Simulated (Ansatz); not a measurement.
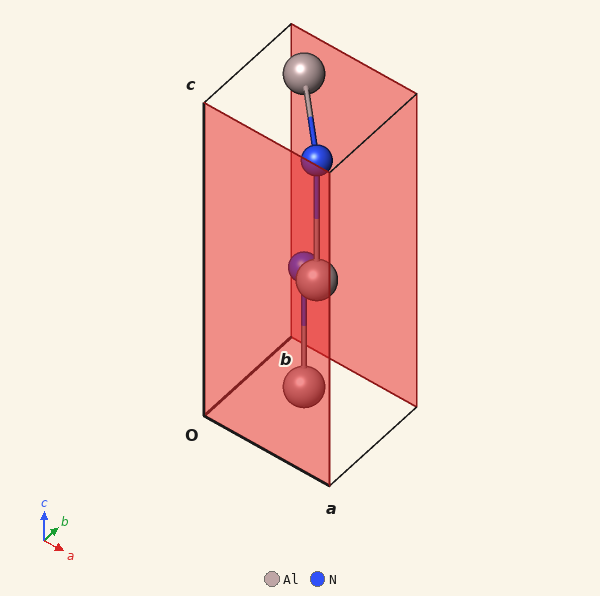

Every member of one family of equally spaced planes, hx + ky + lz = a whole number, that cuts the unit cell is shaded (one member passes through the origin O). Crystal: AlN, the input geometry of an electronic-structure calculation (not necessarily at equilibrium). The drawing is computed from the coordinates (standard cell, symmetry found to 0.002 Å).

a = 3.107 Å, b = 3.107 Å, c = 4.979 Å, α = 90.00°, β = 90.00°, γ = 120.00°.

### Which (hkl) family is drawn?

(0 1 0), in four indices (0 1 −1 0); the opposite sign names the same planes. The member next to the origin meets the axes a never, b at 1, c never.

### What is the spacing?

d = 2.690 Å.

### Which atoms of the cell lie in these planes (within 0.03 Å)?

No atom.
